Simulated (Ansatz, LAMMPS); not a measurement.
# Relaxing a frame of liquid (Na,Rb)(Cl,Br) from 1100 K (68 atoms)

Wanted: the relaxed structure of a frame of liquid (Na,Rb)(Cl,Br) from 1100 K (68 atoms) and its electronic structure.

Calculated with Ansatz 0.2.0; Kohn-Sham DFT, PBE, PAW (set soft_2), plane waves.

### 1. Starting point

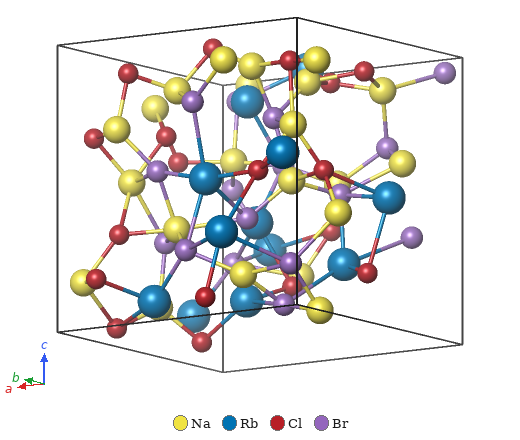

Start, viewed from a free direction; sodium yellow, rubidium blue, chlorine red, bromine purple.

The cell holds 68 atoms: 22 Na, 12 Rb, 18 Cl and 16 Br. Its edges and angles: a = 13.797 Å, b = 13.797 Å, c = 13.797 Å, α = 90.0°, β = 90.0°, γ = 90.0°. 68 atoms (22 Na, 12 Rb, 18 Cl, 16 Br) placed at random at 2.18 g/cm³, melted at 1800 K for 10 ps at fixed volume with the Lennard-Jones and Coulomb ion parameters for SPC/E (Joung and Cheatham, J. Phys. Chem. B 112, 9020 (2008)), full charges. Snapshot at the end of a hold of 20 ps at 1100 K and fixed volume.

What the set-up can't give: The network of bonds at the start is that of the classical potential that made the cell. The ion parameters were fitted for water, not for melts, so the starting structure of this cell may lie well off the real melt's. The Brillouin zone is sampled at Γ only, in a cell whose shortest periodic width is 14 Å.

### 2. Single point at the start

The forces at the start show how far the geometry lies from a minimum of this functional.

input.yaml

```yaml
crystal:
  lattice:
    - [13.797, 0.0, 0.0]
    - [0.0, 13.797, 0.0]
    - [0.0, 0.0, 13.797]
  atoms:
    - { symbol: Na, position: [0.86219, 0.0418, 0.97917] }
    - { symbol: Na, position: [0.32819, 0.96853, 0.88868] }
    - { symbol: Na, position: [0.09052, 0.23222, 0.60701] }
    - { symbol: Na, position: [0.3354, 0.45023, 0.8845] }
    [... 58 atom lines left out ...]
    - { symbol: Br, position: [0.9047, 0.08032, 0.61468] }
    - { symbol: Br, position: [0.14149, 0.10125, 0.37255] }
    - { symbol: Br, position: [0.80196, 0.22085, 0.32842] }
    - { symbol: Br, position: [0.49695, 0.91174, 0.76681] }
    - { symbol: Br, position: [0.386, 0.58134, 0.74565] }
    - { symbol: Br, position: [0.7188, 0.80233, 0.56087] }
kpoints:
  mp_grid: { grid: [1, 1, 1] }
hamiltonian:
  xc: pbe
scf:
  occupations: { method: fermi_dirac, width: 0.05 }
output:
  forces: true
  stress: true
  populations: true
  dos:
    method: { smearing: { sigma: 0.1 } }
    de: 0.1
    projected: { site_lists: { Br: [Br], Cl: [Cl], Na: [Na], Rb: [Rb] } }
  eigenvalues: true
```

Started as:

```
$ ansatz run input.yaml --threads 4 --pin off --max-ram 8192MiB --backend cpu --events-out ev --progress --plain --runs-dir out
```

The job ended after 31 s (4 threads of Arm Neoverse V1, shared host; peak memory 2.7 GiB; 2 min of CPU time).

Numbers from this run:

```
free energy                                      : -135977.4910 eV
free energy per atom                             : -1999.6690 eV/atom
SCF cycles                                       : 7
pressure                                         : -0.1932 GPa
r.m.s. force component                           : 0.2847 eV/Å
longest force                                    : 0.9976 eV/Å
Fermi energy                                     : 1.878 eV
gap (highest filled to lowest empty level) : 2.754 eV
spilling of the projection                       : 0.003008
```

The r.m.s. force component of 0.28 eV/Å and the pressure of -0.19 GPa set the starting point.

Length of the force by element:

| element | coordination | atoms | mean length of the force (eV/Å) | spread | least | most |
| --- | --- | --- | --- | --- | --- | --- |
| Br | all | 16 | 0.463 | 0.207 | 0.114 | 0.912 |
| Cl | all | 18 | 0.493 | 0.211 | 0.182 | 0.898 |
| Na | all | 22 | 0.424 | 0.176 | 0.041 | 0.696 |
| Rb | all | 12 | 0.382 | 0.265 | 0.0757 | 0.998 |

### 3. Cell and atoms relaxed

Cell and atoms are freed together, to release stress as well as forces.

input.yaml, the sections that differ from step 2:

```yaml
output:
  forces: true
relax:
  f_tol: 0.05
  max_steps: 200
  cell: {}
# crystal, kpoints, hamiltonian, scf: as in step 2
```

Wall time 9.7 min (4 threads); peak memory 2.7 GiB; 37 min of CPU time.

Relaxation path (22 of 29):

| step | energy less that of the first step (eV) | largest force component (eV/Å) | pressure (GPa) | volume (Å³) |
| --- | --- | --- | --- | --- |
| 1 | 0.0000 | 0.9363 | -0.19 | 2626.36 |
| 2 | -2.5362 | 0.5108 | -0.26 | 2573.35 |
| 4 | -5.1539 | 0.1684 | 0.03 | 2437.08 |
| 5 | -5.6628 | 0.2425 | 0.05 | 2412.07 |
| 6 | -6.0247 | 0.1884 | 0.05 | 2394.03 |
| 8 | -6.6590 | 0.1074 | 0.04 | 2368.18 |
| 9 | -6.8768 | 0.1220 | 0.03 | 2368.54 |
| 10 | -7.0182 | 0.1234 | 0.00 | 2372.27 |
| 12 | -7.2146 | 0.0761 | 0.00 | 2372.00 |
| 13 | -7.2869 | 0.0904 | 0.01 | 2371.71 |
| 14 | -7.3719 | 0.0599 | 0.00 | 2370.73 |
| 16 | -7.4876 | 0.0421 | 0.00 | 2370.23 |
| 17 | -7.5225 | 0.0680 | 0.01 | 2370.09 |
| 18 | -7.5511 | 0.0718 | 0.01 | 2371.85 |
| 20 | -7.6182 | 0.0730 | -0.01 | 2380.70 |
| 21 | -7.6698 | 0.0679 | -0.01 | 2380.09 |
| 22 | -7.7225 | 0.0498 | -0.01 | 2377.56 |
| 24 | -7.7887 | 0.0612 | 0.00 | 2368.08 |
| 25 | -7.8133 | 0.0247 | 0.00 | 2366.81 |
| 26 | -7.8202 | 0.0694 | 0.01 | 2365.06 |
| 28 | -7.8282 | 0.0306 | 0.00 | 2367.22 |
| 29 | -7.8192 | 0.0306 | 0.00 | 2367.22 |

Relaxation step 27 was tried and not accepted.

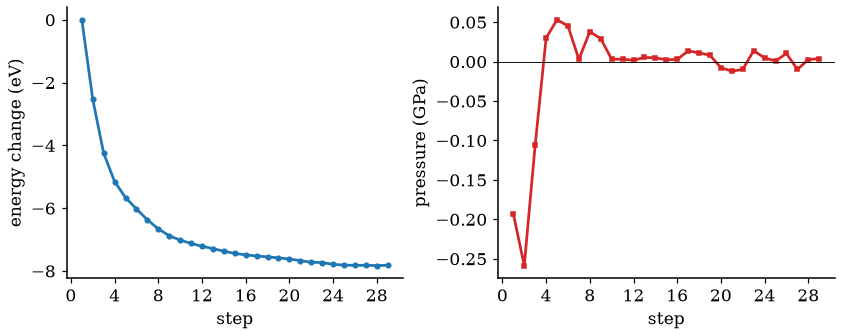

Energy and pressure along the relaxation.

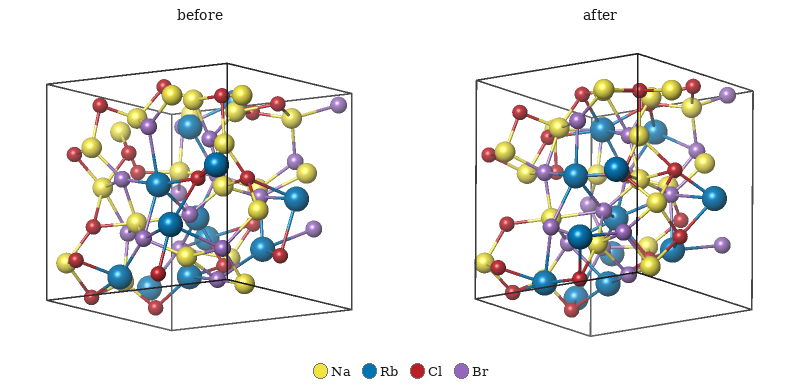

The structure before and after the relaxation, drawn at the same scale.

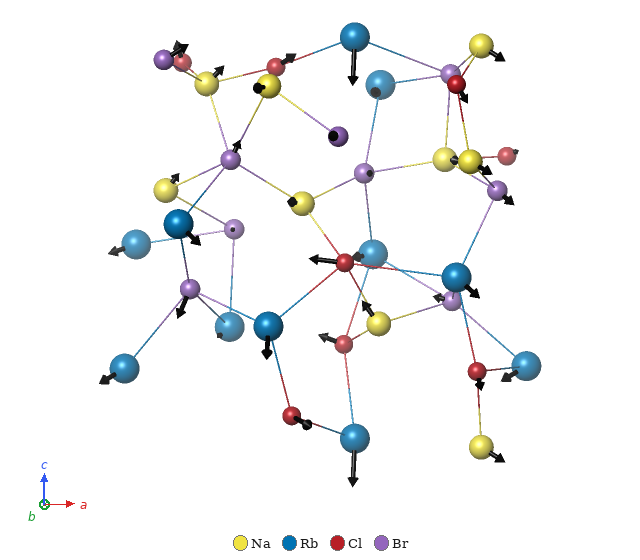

Displacements in the relaxation, scaled, measured against the changing cell; the longest in the cell stands for 1.95 Å. Drawn is a slice 8 Å thick, seen along the normal of the ac plane.

| cell as run | before | after | change |
| --- | --- | --- | --- |
| a (Å) | 13.797 | 12.724 | -7.8 % |
| b (Å) | 13.797 | 13.512 | -2.1 % |
| c (Å) | 13.797 | 13.867 | +0.5 % |
| α (°) | 90.00 | 86.16 | -4.3 % |
| β (°) | 90.00 | 93.54 | +3.9 % |
| γ (°) | 90.00 | 94.57 | +5.1 % |
| volume (Å³/atom) | 38.62 | 34.81 | -9.9 % |

The atoms that moved most (Å, as changes of fractional coordinates times the final cell):

| atom | dx | dy | dz | length |
| --- | --- | --- | --- | --- |
| Rb27 | -0.128 | -0.583 | -1.854 | 1.947 |
| Cl35 | 0.727 | -1.574 | -0.357 | 1.770 |
| Br60 | -1.455 | 0.095 | -0.762 | 1.646 |
| Cl38 | -1.463 | 0.239 | 0.168 | 1.491 |
| Rb24 | -0.014 | 0.714 | -1.268 | 1.455 |
| Na10 | -0.737 | -1.151 | -0.084 | 1.369 |
| Br64 | -0.478 | 0.207 | -1.166 | 1.277 |
| Cl44 | -0.138 | 0.907 | 0.863 | 1.260 |

The relaxation changed the energy by -115 meV/atom, and atoms moved by 0.90 Å r.m.s., 1.9 Å at most.

### 4. Local order after relaxation

Bonds before and after, by the cutoffs listed below:

| pair | bonds before | bonds after | mean before (Å) | mean after (Å) | spread before (Å) | spread after (Å) |
| --- | --- | --- | --- | --- | --- | --- |
| Na-Cl | 46 | 54 | 2.806 | 2.780 | 0.229 | 0.109 |
| Br-Rb | 25 | 34 | 3.478 | 3.539 | 0.217 | 0.113 |

Density 2.42 g/cm³, 34.81 Å³ an atom.

g(r), total and by pair (bins of 0.2 Å):

| r (Å) | total | Na-Na | Na-Cl | Na-Br | Na-Rb | Cl-Cl | Cl-Br |
| --- | --- | --- | --- | --- | --- | --- | --- |
| 2.60 | 0.92 | 0.00 | 5.35 | 0.00 | 0.00 | 0.00 | 0.00 |
| 2.80 | 2.42 | 0.00 | 9.14 | 5.60 | 0.00 | 0.00 | 0.00 |
| 3.00 | 1.34 | 0.00 | 1.92 | 6.41 | 0.00 | 0.00 | 0.00 |
| 3.20 | 0.68 | 0.00 | 0.24 | 0.82 | 0.00 | 0.00 | 0.00 |
| 3.40 | 1.27 | 0.69 | 0.00 | 1.42 | 0.00 | 0.51 | 0.00 |
| 3.60 | 1.01 | 1.78 | 0.18 | 0.22 | 0.26 | 0.90 | 0.00 |
| 3.80 | 0.59 | 1.88 | 0.00 | 0.00 | 0.24 | 0.79 | 0.89 |
| 4.00 | 1.38 | 2.92 | 0.30 | 0.17 | 2.00 | 4.00 | 2.87 |
| 4.20 | 1.34 | 2.21 | 0.27 | 0.00 | 2.46 | 2.65 | 3.31 |
| 4.40 | 1.11 | 1.00 | 0.24 | 0.14 | 2.56 | 2.12 | 1.50 |
| 4.60 | 1.08 | 1.49 | 0.89 | 0.13 | 2.05 | 1.63 | 1.40 |
| 4.80 | 0.92 | 1.19 | 0.52 | 0.57 | 0.63 | 1.25 | 1.72 |
| 5.00 | 0.85 | 0.47 | 1.44 | 0.52 | 1.00 | 0.00 | 0.79 |
| 5.20 | 0.82 | 0.87 | 0.88 | 0.69 | 0.94 | 0.22 | 1.32 |
| 5.40 | 0.95 | 1.47 | 1.47 | 1.01 | 0.61 | 1.40 | 0.66 |
| 5.60 | 0.91 | 0.73 | 0.84 | 1.10 | 1.26 | 0.93 | 1.25 |
| 5.80 | 0.87 | 0.70 | 1.34 | 0.88 | 1.38 | 0.85 | 0.39 |
| 6.00 | 1.10 | 0.76 | 1.52 | 1.63 | 1.29 | 0.16 | 0.54 |
| 6.20 | 1.16 | 1.02 | 1.23 | 1.67 | 1.20 | 0.89 | 0.75 |

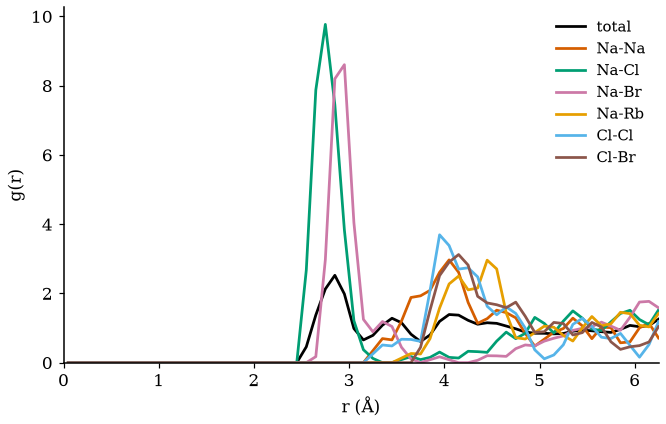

Pair distribution functions, lightly smoothed.

Bonds by pair of elements; cutoffs follow the first minimum of g(r), held within bounds set by covalent radii, and pairs that aren't listed don't count as bonded:

| pair A-B | cutoff (Å) | bonds | mean length (Å) | spread (Å) | shortest (Å) | B about A | A about B |
| --- | --- | --- | --- | --- | --- | --- | --- |
| Na-Cl | 3.43 | 54 | 2.78 | 0.109 | 2.62 | 2.46 | 3 |
| Na-Br | 3.35 | 44 | 2.96 | 0.127 | 2.79 | 2 | 2.75 |
| Cl-Rb | 3.83 | 34 | 3.36 | 0.164 | 3.06 | 1.89 | 2.83 |
| Br-Rb | 3.98 | 34 | 3.54 | 0.113 | 3.31 | 2.12 | 2.83 |

The cutoffs for Na-Br and Cl-Rb fall short of the minimum of g(r), so counts run low and odd coordinations can be artefacts.

How many atoms have how many bonded neighbours:

| element | mean | 4 | 5 | 6 |
| --- | --- | --- | --- | --- |
| Br | 4.88 | 4 | 10 | 2 |
| Cl | 4.89 | 2 | 16 | 0 |
| Na | 4.46 | 12 | 10 | 0 |
| Rb | 5.67 | 0 | 4 | 8 |

Bond angles, per cent of each kind in bins of 5°:

| angle (°) | Br-Na-Cl | Na-Cl-Rb | Br-Rb-Cl | Na-Br-Rb | Na-Cl-Na |
| --- | --- | --- | --- | --- | --- |
| 65–70 | 0.0 | 1.2 | 4.8 | 1.3 | 1.6 |
| 70–75 | 0.0 | 1.2 | 12.0 | 4.0 | 3.2 |
| 75–80 | 2.3 | 9.5 | 8.4 | 10.5 | 4.8 |
| 80–85 | 8.1 | 9.5 | 4.8 | 18.4 | 12.7 |
| 85–90 | 12.6 | 15.5 | 14.5 | 10.5 | 15.9 |
| 90–95 | 17.2 | 9.5 | 6.0 | 6.6 | 12.7 |
| 95–100 | 18.4 | 8.3 | 6.0 | 1.3 | 11.1 |
| 100–105 | 5.8 | 2.4 | 2.4 | 2.6 | 6.3 |
| 105–110 | 4.6 | 5.9 | 4.8 | 2.6 | 4.8 |
| 110–115 | 2.3 | 2.4 | 3.6 | 9.2 | 4.8 |
| 115–120 | 2.3 | 2.4 | 2.4 | 5.3 | 1.6 |
| 120–125 | 5.8 | 1.2 | 3.6 | 1.3 | 7.9 |
| 125–130 | 1.1 | 1.2 | 3.6 | 4.0 | 3.2 |
| 130–135 | 3.5 | 3.6 | 2.4 | 5.3 | 0.0 |
| 135–140 | 2.3 | 2.4 | 2.4 | 1.3 | 0.0 |
| 140–145 | 3.5 | 5.9 | 3.6 | 5.3 | 0.0 |
| 145–150 | 1.1 | 0.0 | 2.4 | 1.3 | 3.2 |
| 150–155 | 0.0 | 7.1 | 3.6 | 1.3 | 0.0 |
| 155–160 | 2.3 | 2.4 | 3.6 | 1.3 | 0.0 |
| 160–165 | 2.3 | 1.2 | 1.2 | 2.6 | 1.6 |
| 165–170 | 3.5 | 3.6 | 1.2 | 2.6 | 1.6 |
| 170–175 | 1.1 | 3.6 | 0.0 | 1.3 | 3.2 |
| 175–180 | 0.0 | 0.0 | 2.4 | 0.0 | 0.0 |

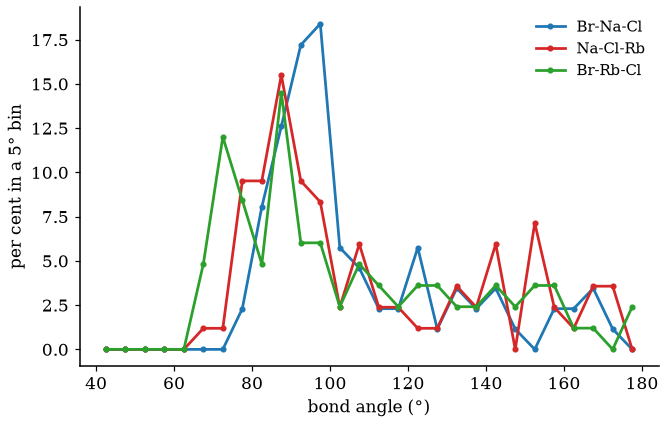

Distributions of the most common bond angles.

Bond angles (no mean is given where the spread exceeds 20°):

| angle | count | mean (°) | spread (°) |
| --- | --- | --- | --- |
| Br-Na-Cl | 87 | - | - |
| Na-Cl-Rb | 84 | - | - |
| Br-Rb-Cl | 83 | - | - |
| Na-Br-Rb | 76 | - | - |
| Na-Cl-Na | 63 | - | - |

Bond length by coordination (bonds to H left out):

| element | coordination | atoms | mean bond length (Å) |
| --- | --- | --- | --- |
| Br | 4 | 4 | 3.12 |
| Br | 5 | 10 | 3.23 |
| Br | 6 | 2 | 3.27 |
| Cl | 4 | 2 | 2.91 |
| Cl | 5 | 16 | 3.01 |
| Na | 4 | 12 | 2.81 |
| Na | 5 | 10 | 2.91 |
| Rb | 5 | 4 | 3.47 |
| Rb | 6 | 8 | 3.44 |

For some of the pairs, g(r) has its first main peak near 4.0 Å (Na-Na), 2.7 Å (Na-Cl), 2.9 Å (Na-Br) and 4.0 Å (Cl-Cl).

### 5. Single point at the relaxed geometry

The electronic structure is read at the final geometry, in a run of its own.

input.yaml

```yaml
crystal:
  lattice:
    - [12.70678, -0.51635, -0.40103]
    - [-0.51635, 13.49461, 0.4512]
    - [-0.40103, 0.4512, 13.8534]
  atoms:
    - { symbol: Na, position: [0.92298, 0.02289, 0.94551] }
    - { symbol: Na, position: [0.27757, 0.90336, 0.88769] }
    - { symbol: Na, position: [0.1227, 0.24385, 0.64238] }
    - { symbol: Na, position: [0.30334, 0.45922, 0.92975] }
    [... 58 atom lines left out ...]
    - { symbol: Br, position: [0.94958, 0.09434, 0.57945] }
    - { symbol: Br, position: [0.10188, 0.11794, 0.28672] }
    - { symbol: Br, position: [0.75678, 0.23787, 0.33577] }
    - { symbol: Br, position: [0.47139, 0.86025, 0.77462] }
    - { symbol: Br, position: [0.37471, 0.54757, 0.74827] }
    - { symbol: Br, position: [0.74019, 0.76695, 0.58592] }
kpoints:
  mp_grid: { grid: [1, 1, 1] }
hamiltonian:
  xc: pbe
scf:
  occupations: { method: fermi_dirac, width: 0.05 }
output:
  forces: true
  stress: true
  populations: true
  dos:
    method: { smearing: { sigma: 0.15 } }
    de: 0.1
    projected: { site_lists: { Br: [Br], Cl: [Cl], Na: [Na], Rb: [Rb] } }
  eigenvalues: true
  write_density: true
  write_potential: true
  volumetric_format: npy
```

Wall time 30 s (4 threads); peak memory 2.5 GiB.

The program notes that the exchange-correlation potential is rough where the density is thin.

The run gave:

| Item | Value |
| --- | --- |
| free energy | -135985.3103 eV |
| free energy per atom | -1999.7840 eV/atom |
| SCF cycles | 7 |
| pressure | 0.003795 GPa |
| r.m.s. force component | 0.00584 eV/Å |
| longest force | 0.03271 eV/Å |
| Fermi energy | 2.352 eV |
| gap (highest filled to lowest empty level) | 3.732 eV |
| spilling of the projection | 0.002789 |

Löwdin charges by element (they lack the spilled electrons, 0.022 e an atom on average):

| element | coordination | atoms | mean charge (e) | spread | least | most |
| --- | --- | --- | --- | --- | --- | --- |
| Br | all | 16 | -0.647 | 0.0155 | -0.682 | -0.622 |
| Cl | all | 18 | -0.702 | 0.0112 | -0.727 | -0.682 |
| Na | all | 22 | 0.693 | 0.0124 | 0.673 | 0.717 |
| Rb | all | 12 | 0.772 | 0.0107 | 0.752 | 0.794 |

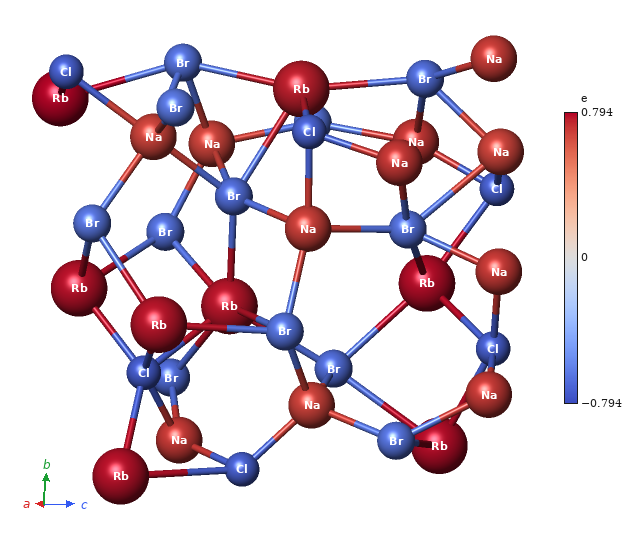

Atoms coloured by Löwdin charge. Drawn is a slice 7 Å thick, seen along the normal of the bc plane.

States in the cell by windows of 1 eV, zero at the Fermi level; the larger projections on atomic orbitals stand beside the total:

| from (eV) | to (eV) | total | Cl p | Br p | Na s | Rb s | Rb p |
| --- | --- | --- | --- | --- | --- | --- | --- |
| -14 | -13 | 2.7 | 0.0 | 0.0 | 0.0 | 0.1 | 0.0 |
| -13 | -12 | 0.0 | 0.0 | 0.0 | 0.0 | 0.0 | 0.0 |
| -12 | -11 | 23.0 | 0.1 | 0.1 | 0.0 | 0.0 | 22.7 |
| -11 | -10 | 49.0 | 0.2 | 0.2 | 0.0 | 0.0 | 48.2 |
| -10 | -5 | 0.0 | 0.0 | 0.0 | 0.0 | 0.0 | 0.0 |
| -5 | -4 | 0.7 | 0.5 | 0.1 | 0.1 | 0.0 | 0.0 |
| -4 | -3 | 75.2 | 48.1 | 21.6 | 3.5 | 1.0 | 0.2 |
| -3 | -2 | 120.4 | 52.9 | 64.7 | 0.6 | 0.7 | 0.4 |
| -2 | -1 | 7.7 | 2.2 | 5.4 | 0.0 | 0.0 | 0.0 |
| -1 | 1 | 0.0 | 0.0 | 0.0 | 0.0 | 0.0 | 0.0 |
| 1 | 2 | 1.8 | 0.0 | 0.0 | 0.8 | 0.6 | 0.0 |
| 2 | 3 | 1.1 | 0.0 | 0.0 | 0.6 | 0.3 | 0.0 |
| 3 | 4 | 20.9 | 0.7 | 0.9 | 8.1 | 5.4 | 0.1 |
| 4 | 5 | 48.9 | 0.9 | 1.1 | 11.3 | 7.5 | 0.1 |

Between -26 and -14 eV lie 197 more states.

The stored curve holds about 476 of the 544 electrons; the rest, give or take the few that broadening carries across the Fermi level, lie in deeper levels below its range.

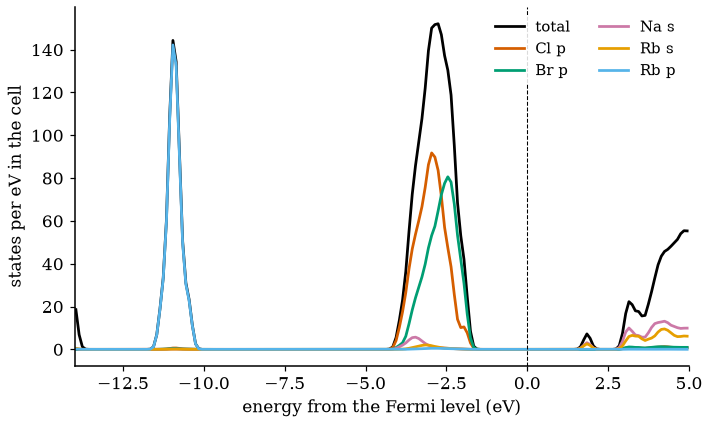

Total and projected density of states, with the broadening of the input.

The levels nearest the highest filled one (over half full), pooled over k-points and spins:

| level less the highest filled one (eV) | occupation |
| --- | --- |
| -0.189 | 2 |
| -0.176 | 2 |
| -0.116 | 2 |
| -0.0764 | 2 |
| -0.0511 | 2 |
| 0 | 2 |
| 3.73 | 0 |
| 4.93 | 0 |
| 4.99 | 0 |
| 5.08 | 0 |
| 5.15 | 0 |
| 5.33 | 0 |

Mean Löwdin charges: Br -0.65, Cl -0.70, Na +0.69, Rb +0.77 e. The largest share in the top eV of filled states is Br p (58 % of the projected weight), and in the lowest eV of empty states Na s (46 % of the projected weight).

### 6. What came out

```yaml
energy_change_in_the_relaxation: -115 meV/atom
r_m_s_displacement: 0.902 Å
largest_displacement: 1.947 Å
free_energy_per_atom: -1999.7840 eV/atom
pressure: 0.003795 GPa
r_m_s_force_component: 0.00584 eV/Å
spacing_of_highest_filled_and_lowest_empty_level: 3.732 eV
wall_time_of_the_3_dft_runs: 11 min
```

What this shows: Relaxation lowers the energy by 115 meV/atom and moves atoms by 0.90 Å r.m.s.; the r.m.s. force component goes from 0.28 to 0.0058 eV/Å, the pressure goes from -0.19 to 0.0038 GPa, and the gap from 2.75 to 3.73 eV. Displacements are taken in the final cell, so they leave out its strain. The cell shrank by 9.9 % in volume. From the first step to the last the energy fell by 7.819 eV, and the largest move was 1.95 Å (Rb27). The Br-Rb bonds change most in mean length: from 3.478 Å (spread 0.217) to 3.539 Å (spread 0.113), and their number from 25 to 34. The highest filled and lowest empty levels differ by 3.73 eV (at Γ alone); a semilocal functional tends to put such gaps too low. In a disordered cell it changes from sample to sample and from frame to frame.

**Limits.** The network of bonds at the start is that of the classical potential that made the cell; in DFT atoms moved by 0.90 Å r.m.s.

[Logs are printed without paths, hosts, clocks, repeated set-up lines and the standing remarks that a program may print on its own settings, such as how far it seeks lower states.]

[Hosts, paths, dates, database ids (printed as entryN), source tags and the programs' standing remarks are cut or masked in the printed files.]
